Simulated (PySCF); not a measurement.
Consider C3H11F2NSi2 (SMILES CN([SiH3])C[SiH2]C(F)F).

| atom | x (Å) | y (Å) | z (Å) |
| --- | --- | --- | --- |
| C | -1.7409 | -1.1709 | 0.6188 |
| N | -1.3249 | 0.1634 | 0.2812 |
| Si | -2.1510 | 1.0705 | -0.9251 |
| C | 0.0604 | 0.4237 | 0.5970 |
| Si | 1.3520 | -0.5885 | -0.3838 |
| C | 3.0663 | 0.1558 | 0.1238 |
| F | 3.2482 | 0.0670 | 1.4729 |
| F | 3.1204 | 1.4855 | -0.1733 |
| H | -1.2658 | -1.9263 | -0.0206 |
| H | -1.4771 | -1.3909 | 1.6567 |
| H | -2.8193 | -1.2539 | 0.5080 |
| H | -3.5703 | 0.8455 | -0.6567 |
| H | -1.7407 | 2.4563 | -0.7143 |
| H | -1.8518 | 0.6757 | -2.3134 |
| H | 0.2471 | 1.4886 | 0.4349 |
| H | 0.2113 | 0.2394 | 1.6712 |
| H | 1.2481 | -0.4198 | -1.8334 |
| H | 1.4348 | -2.0025 | -0.0071 |
| H | 3.9434 | -0.3093 | -0.3444 |

Geometry: GFN2-xTB.

The calculation used PySCF, PBE0/pcSseg-1, SCF density, gas phase, non-relativistic.

> What can the converged electron density and electron localisation function tell about the bonding?

C–N (1.44 Å): ρ at the midpoint is about 1.9 e/Å³; the ELF peaks at about 0.90 between the atoms; localised, covalent bonding.
C–H (1.09 Å): ρ at the midpoint is about 2 e/Å³; the ELF climbs to about 1 towards the hydrogen, as it does in any bond to H: an ordinary covalent bond to hydrogen.

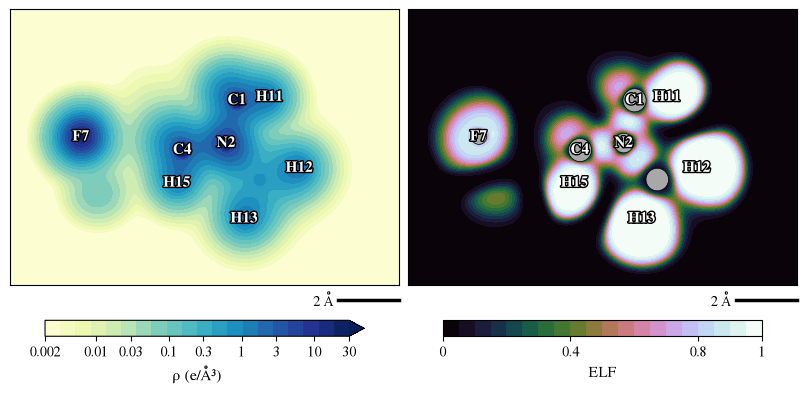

Computed electron density and electron localisation function on the plane of atoms C1, N2 and C4, in this order. Grey discs cover the atomic cores in the ELF map. 
